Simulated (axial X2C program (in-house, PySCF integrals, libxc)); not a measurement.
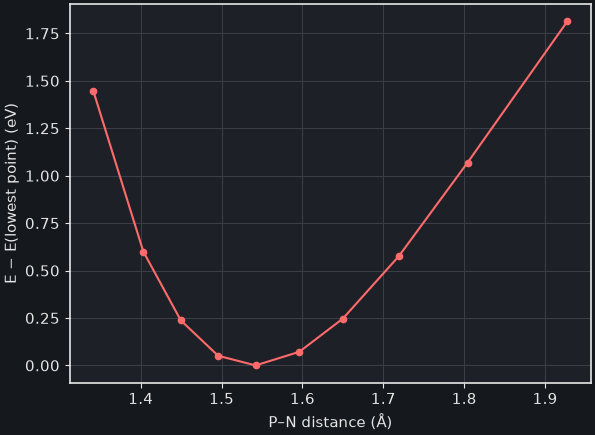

**Figure 1.** Energy at 10 bond lengths, for one set of occupations held fixed; the line joins the points. A polynomial of degree 6 through 9 points gives rₑ = 1.539 Å, ωₑ = 1181 cm⁻¹, ωₑxₑ = 5.5 cm⁻¹ and Bₑ = 0.7378 cm⁻¹. The minimum lies 5.42 eV below P⁻ + N, each computed as one determinant at the same level.

**Relativistic diatomic calculation for PN⁻**

- system: PN⁻, single determinant with Ω = 1/2.
- method: PBE0, two-component X2C with atomic mean-field Coulomb and Gaunt terms, P dyall-av3z, N dyall-av3z (cores contracted) (axial X2C program (in-house, PySCF integrals, libxc))

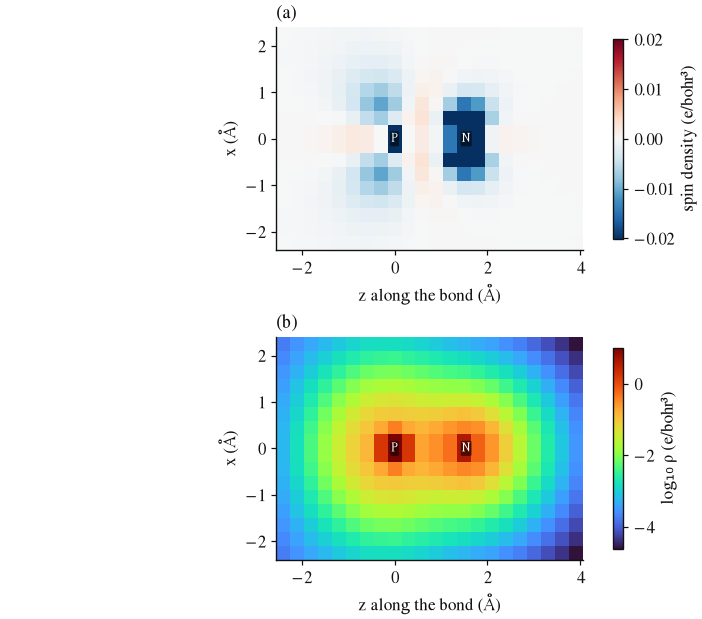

**Figure 2.** (a) spin density; (b) electron density on a logarithmic scale, in a plane that holds the axis, at 1.54 Å, on points 0.3 Å apart (one half computed, the other mirrored); the structure near the nuclei is finer than these points.

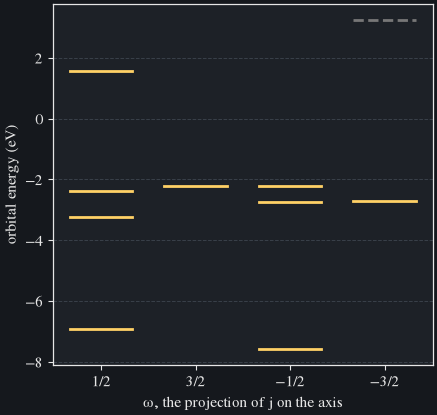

**Figure 3.** Orbital energies near the frontier at 1.54 Å, filled (solid) and empty (dashed). The highest filled spinor (1/2; 46 % P p, 22 % N p) lies at 1.57 eV, the lowest empty one (−3/2; 60 % P p, 17 % P d) at 3.23 eV. A filled level above zero is held only by the finite basis .

These pictures come from the run below.

## The input
```
{"zs": [15, 7], "q": -1, "bas": ["dyall-av3z", "dyall-av3z"], "levels": ["PBE0", "HF", "r2SCAN0"], "cc": true, "r0": 1.62, "thr": -2.0, "nmax": 90, "npts": 10, "nst": 2, "ntry": 6}
```

The line is the task of a batch: nuclear charges, charge, bases, the levels to run, a first guess of the distance and further settings. This report covers PBE0 with spin-orbit coupling. The log is that of the reference distance 1.542 Å, started from orbitals converged before.

The run was one of a batch that the task file lists, launched with:
```bash
python <driver script> task.json out
```

## Log
```
two-component X2C + atomic mean field  PBE0
basis functions 119  fitting functions 622  grid points 4351
iter        total energy     max residual
   1       -396.723462594     4.94e-05
   2       -396.723462625     2.93e-05
   3       -396.723462633     1.31e-05
converged
one-electron -624.32446264  Coulomb 221.75364261  exact exchange -7.34223040  xc functional -22.79362584  nuclear repulsion 36.03346767  atomic mean-field constant -0.05025404
```

## The points of the curve

| R (Å) | E (hartree) | dipole (D; origin at the first atom, positive when the second is positive) | highest filled (eV) | lowest empty (eV) |
| --- | --- | --- | --- | --- |
| 1.341 | −396.670364 | −1.42 | 1.80 | 3.04 |
| 1.403 | −396.701410 | −2.02 | 1.78 | 3.14 |
| 1.450 | −396.714734 | −2.46 | 1.73 | 3.20 |
| 1.496 | −396.721591 | −2.85 | 1.67 | 3.23 |
| 1.542 | −396.723463 | −3.20 | 1.57 | 3.23 |
| 1.596 | −396.720839 | −3.54 | 1.44 | 3.19 |
| 1.650 | −396.714403 | −3.81 | 1.29 | 3.12 |
| 1.719 | −396.702274 | −4.06 | 1.08 | 2.97 |
| 1.804 | −396.684185 | −4.18 | 0.85 | 2.77 |
| 1.927 | −396.656818 | −4.12 | 0.64 | 2.58 |

## Key numbers

- outcome: converged; a filled level lies above zero
- bond length rₑ: 1.539 Å
- ωₑ: 1181 cm⁻¹
- energy at the minimum: −396.72347 hartree
- depth below the fragments: 5.42 eV
- hardware: 1 thread of Intel Xeon (Granite Rapids), 192 GiB of memory available, shared host
- wall time: 3.7 s
- peak memory: 0.62 GiB

## Remarks

The highest filled level (PBE0, up to 1.80 eV) lies above zero. That is common for anions, where the functional's self-interaction leaves the outer electrons unbound; only the finite basis holds them, so such levels depend on it.
